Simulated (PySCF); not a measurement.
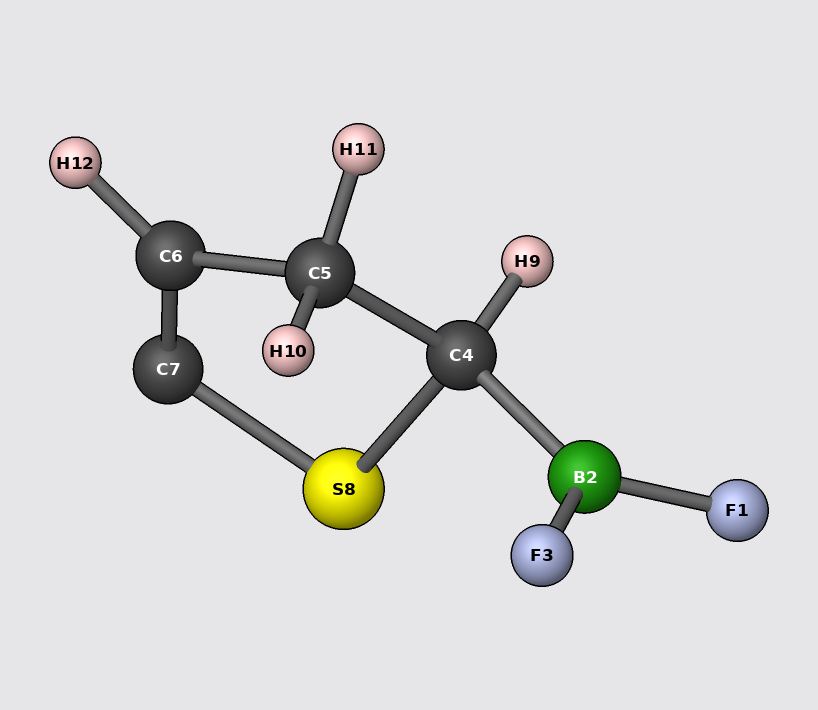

The questions are on Mulliken spin populations. The species is neutral and a spin doublet. The geometry was computed by an optimisation with GFN2-xTB. No frequency run is at hand to confirm it as a minimum. Level of theory: UKS B3LYP, pcH-1 on B C F H S, non-relativistic (PySCF 2.14.0).

Give the Mulliken spin populations atom by atom.

```csv
atom,value (e)
F1,0.00
B2,0.01
F3,0.00
C4,0.07
C5,0.06
C6,−0.06
C7,0.87
S8,0.04
H9,0.00
H10,−0.01
H11,0.00
H12,0.02
```

Mulliken values depend strongly on the basis set. The geometry is semi-empirical. Around B such bond lengths and angles can be off by a tenth of an ångström or more and by several degrees, and values that hang on the shape move with them.
